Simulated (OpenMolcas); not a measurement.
## CH5AlO: property calculation (part 2 of 2)

The same run, continued: CH5AlO; MN15-L/ANO-L-MB, RKS (OpenMolcas 26.06). The geometry: force field.

Geometry of the input (Å):
```
O  -1.1412  0.7659  -0.7901
C  -0.2746  0.6974  0.2475
Al 0.8894  -0.8776  -0.0463
H  -1.8068  0.1264  -0.6494
H  -0.7955  0.6018  1.2067
H  0.3615  1.6271  0.2715
H  0.3226  -2.3438  -0.1052
H  2.5366  -0.6542  -0.1906
```

**What the program printed, continued**
```
 *****************************************************************************************************************************
 *                                             SCF/KS-DFT Program, Final results                                             *
 *                                                       Final Results                                                       *
 *****************************************************************************************************************************

::    Total KS-DFT energy                            -358.3466896866
      One-electron energy                            -721.1866519548
      Two-electron energy                             264.5874064941
      Nuclear repulsion energy                         98.2525557741
      Kinetic energy (interpolated)                   357.3565633951
      Virial theorem                                    1.0027706957
      Total spin, S(S+1)                                0.0000000000
      Total spin, S                                     0.0000000000
      Max non-diagonal density matrix element           0.0000170335
      Max non-diagonal Fock matrix element              0.0000005649

      All orbitals with orbital energies smaller than  E(LUMO)+0.5 are printed

++    Molecular orbitals:
      -------------------

      Title: RKS-DFT orbitals

      Molecular orbitals for symmetry species 1: a

      Basis set list:
        1 O1     1s                  9 C2     2py                17 AL3    3py
        2 O1     2s                 10 C2     2pz                18 AL3    2pz
        3 O1     2px                11 AL3    1s                 19 AL3    3pz
        4 O1     2py                12 AL3    2s                 20 H4     1s
        5 O1     2pz                13 AL3    3s                 21 H5     1s
        6 C2     1s                 14 AL3    2px                22 H6     1s
        7 C2     2s                 15 AL3    3px                23 H7     1s
        8 C2     2px                16 AL3    2py                24 H8     1s

  Index Energy  Occupation Coefficients ...

    1  -55.9328    2.0000         11 AL3    1s     ( 1.000),

    2  -19.0130    2.0000          1 O1     1s     ( 1.000),

    3  -10.2644    2.0000          6 C2     1s     ( 1.001),

    4   -4.2846    2.0000         12 AL3    2s     ( 1.000),

    5   -2.7815    2.0000         18 AL3    2pz    ( 0.969),

    6   -2.7750    2.0000         14 AL3    2px    ( 0.880),    16 AL3    2py    ( 0.470),

    7   -2.7746    2.0000         14 AL3    2px    (-0.442),    16 AL3    2py    ( 0.866),

    8   -1.1235    2.0000          2 O1     2s     ( 0.758),

    9   -0.7135    2.0000          7 C2     2s     ( 0.646),

   10   -0.5450    2.0000          3 O1     2px    (-0.450),     4 O1     2py    (-0.258),    10 C2     2pz    ( 0.427),    20 H4     1s     ( 0.294),
                                  21 H5     1s     ( 0.253),

   11   -0.4686    2.0000          4 O1     2py    (-0.274),     5 O1     2pz    (-0.225),     8 C2     2px    ( 0.336),     9 C2     2py    (-0.282),
                                  10 C2     2pz    (-0.195),    13 AL3    3s     ( 0.375),

   12   -0.4626    2.0000          3 O1     2px    (-0.247),     5 O1     2pz    (-0.340),     8 C2     2px    ( 0.433),     9 C2     2py    ( 0.409),
                                  22 H6     1s     ( 0.377),

   13   -0.3922    2.0000          4 O1     2py    ( 0.388),     8 C2     2px    (-0.219),     9 C2     2py    ( 0.217),    13 AL3    3s     ( 0.405),
                                  23 H7     1s     ( 0.395),    24 H8     1s     ( 0.263),

   14   -0.3316    2.0000          2 O1     2s     (-0.358),     5 O1     2pz    ( 0.627),

   15   -0.3226    2.0000         15 AL3    3px    ( 0.282),    17 AL3    3py    ( 0.257),    23 H7     1s     (-0.442),    24 H8     1s     ( 0.458),

   16   -0.2364    2.0000          3 O1     2px    ( 0.451),     4 O1     2py    (-0.602),     5 O1     2pz    (-0.322),     9 C2     2py    ( 0.374),

   17   -0.1276    0.0000         19 AL3    3pz    ( 0.991),

   18    0.0357    0.0000          7 C2     2s     (-0.831),     9 C2     2py    ( 0.520),    13 AL3    3s     ( 0.992),    15 AL3    3px    (-0.542),
                                  17 AL3    3py    ( 0.541),

   19    0.1188    0.0000         13 AL3    3s     (-0.803),    15 AL3    3px    (-0.839),    24 H8     1s     ( 1.065),

   20    0.1604    0.0000         17 AL3    3py    ( 1.139),    23 H7     1s     ( 1.080),

   21    0.2589    0.0000          2 O1     2s     (-0.798),     7 C2     2s     ( 0.403),    10 C2     2pz    (-0.731),    15 AL3    3px    ( 0.695),
                                  20 H4     1s     ( 0.770),    21 H5     1s     ( 0.449),    22 H6     1s     (-0.403),    24 H8     1s     (-0.455),

   22    0.3186    0.0000          8 C2     2px    ( 0.903),     9 C2     2py    ( 0.807),    22 H6     1s     (-1.166),

   23    0.3476    0.0000          7 C2     2s     (-1.128),     8 C2     2px    ( 0.567),    21 H5     1s     ( 1.114),    22 H6     1s     ( 0.630),

--

++    Molecular charges:
      ------------------

      Mulliken charges per centre and basis function type
      ---------------------------------------------------

                O1      C2      AL3     H4      H5      H6      H7      H8
      1s       2.0008  2.0016  2.0000  0.6455  0.8506  0.8179  1.1864  1.1551
      2s       1.8048  1.3251  2.0013  0.0000  0.0000  0.0000  0.0000  0.0000
      2px      1.3968  1.0815  2.0000  0.0000  0.0000  0.0000  0.0000  0.0000
      2pz      1.6248  0.9435  2.0000  0.0000  0.0000  0.0000  0.0000  0.0000
      2py      1.6997  1.3022  2.0000  0.0000  0.0000  0.0000  0.0000  0.0000
      3s       0.0000  0.0000  0.9916  0.0000  0.0000  0.0000  0.0000  0.0000
      3px      0.0000  0.0000  0.6123  0.0000  0.0000  0.0000  0.0000  0.0000
      3pz      0.0000  0.0000  0.0523  0.0000  0.0000  0.0000  0.0000  0.0000
      3py      0.0000  0.0000  0.5063  0.0000  0.0000  0.0000  0.0000  0.0000
      Total    8.5268  6.6539 12.1638  0.6455  0.8506  0.8179  1.1864  1.1551

      N-E     -0.5268 -0.6539  0.8362  0.3545  0.1494  0.1821 -0.1864 -0.1551

      Total electronic charge=   32.000000

      Total            charge=   -0.000000
--

++    Static properties:
      ------------------

      LoProp Charges per center

                   O1       C2       AL3      H4       H5       H6       H7       H8
      Nuclear      8.0000   6.0000  13.0000   1.0000   1.0000   1.0000   1.0000   1.0000
      Electronic  -8.3643  -6.4278 -12.4259  -0.7332  -0.9050  -0.8720  -1.1448  -1.1270

      Total       -0.3643  -0.4278   0.5741   0.2668   0.0950   0.1280  -0.1448  -0.1270
--

++    Natural Bond Order analysis
      ---------------------------
      Based on LoProp computed density
      -------------------------------------------------------------------------------------
      Atom A       Atom B       Bond Order
      -------------------------------------------------------------------------------------
      NBO located      0.998 non-bonded electrons on atom O1
      NBO located      1.004 non-bonded electrons on atom C2
      NBO located      1.004 non-bonded electrons on atom C2
      NBO located      0.990 non-bonded electrons on atom AL3
      NBO located      1.000 non-bonded electrons on atom AL3
      NBO located      1.000 non-bonded electrons on atom AL3
      NBO located      0.997 non-bonded electrons on atom AL3
      NBO located      0.998 non-bonded electrons on atom AL3
      The remaining    9.801 electrons are to be considered as diffuse
--

++    Molecular properties:
      ---------------------

      Charge (e):
                      =   -0.0000
      Dipole Moment (debye):
      Origin of the operator (angstrom)=    0.0512   -0.0618   -0.1729
                   X= -9.7409E-01               Y= -6.7591E-01               Z=  8.5493E-01           Total=  1.4617E+00
      Quadrupole Moment (debye*angstrom):
      Origin of the operator (angstrom)=    0.0512   -0.0618   -0.1729
                  XX= -3.6127E+01              XY=  2.3416E+00              XZ=  1.4641E-01              YY= -3.9108E+01
                  YZ=  4.3080E-01              ZZ= -2.9980E+01
      In traceless form (debye*angstrom)
                  XX= -1.5832E+00              XY=  3.5124E+00              XZ=  2.1962E-01              YY= -6.0544E+00
                  YZ=  6.4620E-01              ZZ=  7.6376E+00
--

--- Stop Module: scf /rc=_RC_ALL_IS_WELL_ ---
--- Module scf spent 2 seconds ---

--- Start Module: localisation ---

                                           &LOCALISATION

                       available to each process: 1.9 GB of memory, 1 thread

 Header from vector file:

* RKS-DFT orbitals / -999_CUSTOM_FUNCTIONAL

 Cholesky localisation
 Convergence threshold:   1.0000E-08 (decomposition)
 Frozen orbitals      :      0
 Orbitals to localise :     16

 CPU  time for localisation procedure:      0.00 seconds

++    Molecular orbitals:
      -------------------

      Title: Final localised MO's

      Molecular orbitals for symmetry species 1: a

      Basis set list:
        1 O1     1s                  9 C2     2py                17 AL3    3py
        2 O1     2s                 10 C2     2pz                18 AL3    2pz
        3 O1     2px                11 AL3    1s                 19 AL3    3pz
        4 O1     2py                12 AL3    2s                 20 H4     1s
        5 O1     2pz                13 AL3    3s                 21 H5     1s
        6 C2     1s                 14 AL3    2px                22 H6     1s
        7 C2     2s                 15 AL3    3px                23 H7     1s
        8 C2     2px                16 AL3    2py                24 H8     1s

  Index Energy  Occupation Coefficients ...

    1    0.0000    2.0000         12 AL3    2s     ( 1.004),

    2    0.0000    2.0000          6 C2     1s     ( 1.002),

    3    0.0000    2.0000         16 AL3    2py    ( 1.002),

    4    0.0000    2.0000         14 AL3    2px    ( 1.001),

    5    0.0000    2.0000          1 O1     1s     ( 1.001),

    6    0.0000    2.0000         18 AL3    2pz    ( 1.000),

    7    0.0000    2.0000         11 AL3    1s     ( 1.000),

    8    0.0000    2.0000          2 O1     2s     ( 0.946),

    9    0.0000    2.0000          4 O1     2py    ( 0.891),

   10    0.0000    2.0000          5 O1     2pz    ( 0.847),

   11    0.0000    2.0000          3 O1     2px    ( 0.724),    20 H4     1s     (-0.381),

   12    0.0000    2.0000          9 C2     2py    ( 0.715),    22 H6     1s     ( 0.366),

   13    0.0000    2.0000          7 C2     2s     ( 0.676),

   14    0.0000    2.0000         23 H7     1s     ( 0.624),

   15    0.0000    2.0000         13 AL3    3s     ( 0.406),    15 AL3    3px    ( 0.306),    24 H8     1s     ( 0.596),

   16    0.0000    2.0000          8 C2     2px    ( 0.507),    10 C2     2pz    (-0.409),    21 H5     1s     (-0.454),

   17   -0.1276    0.0000         19 AL3    3pz    ( 0.991),

   18    0.0357    0.0000          7 C2     2s     (-0.831),     9 C2     2py    ( 0.520),    13 AL3    3s     ( 0.992),    15 AL3    3px    (-0.542),
                                  17 AL3    3py    ( 0.541),

   19    0.1188    0.0000         13 AL3    3s     (-0.803),    15 AL3    3px    (-0.839),    24 H8     1s     ( 1.065),

   20    0.1603    0.0000         17 AL3    3py    ( 1.139),    23 H7     1s     ( 1.080),

   21    0.2589    0.0000          2 O1     2s     (-0.798),     7 C2     2s     ( 0.403),    10 C2     2pz    (-0.731),    15 AL3    3px    ( 0.695),
                                  20 H4     1s     ( 0.770),    21 H5     1s     ( 0.449),    22 H6     1s     (-0.403),    24 H8     1s     (-0.455),

   22    0.3186    0.0000          8 C2     2px    ( 0.903),     9 C2     2py    ( 0.807),    22 H6     1s     (-1.166),

   23    0.3476    0.0000          7 C2     2s     (-1.128),     8 C2     2px    ( 0.567),    21 H5     1s     ( 1.114),    22 H6     1s     ( 0.630),

   24    0.4045    0.0000          3 O1     2px    ( 0.788),    10 C2     2pz    ( 0.896),    20 H4     1s     ( 0.969),    21 H5     1s     (-0.774),

--

--- Stop Module: localisation /rc=_RC_ALL_IS_WELL_ ---

.##################.
.# Happy landing! #.
.##################.

    Timing: Wall=3.93 User=3.14 System=0.67
```

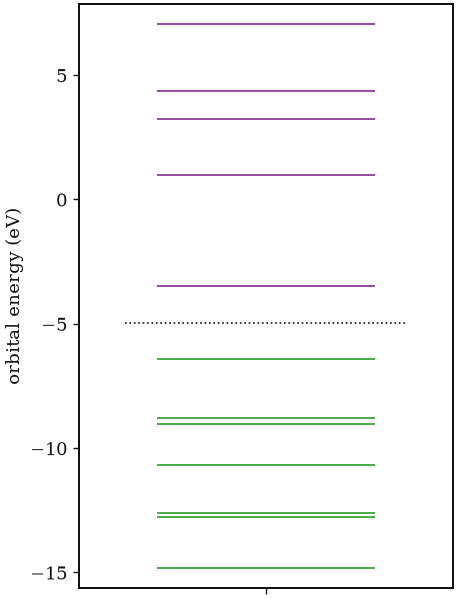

Figure 1. Orbital energies near the frontier; the dotted line parts filled from empty levels, and levels within 0.02 eV of each other stand side by side. Highest filled −6.43 eV, lowest empty −3.47 eV, 2.96 eV apart.

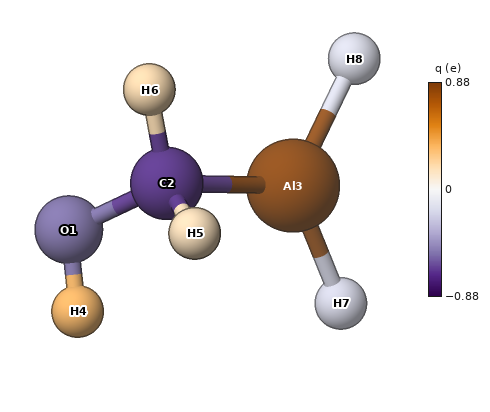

Figure 2. Mulliken charges, as the colour of each atom (ball-and-stick view, seen at a tilt; atoms are numbered from 1 in the order of the input). By element: O −0.53, C −0.65, Al +0.84 and H −0.19 to +0.35 e.

**Key numbers**

- outcome: converged
- total energy: −358.346690 hartree
- basis functions: 24
- HOMO: −6.43 eV
- LUMO: −3.47 eV
- dipole moment: 1.46 debye
- wall time: 4.2 s
- peak memory: 0.081 GiB
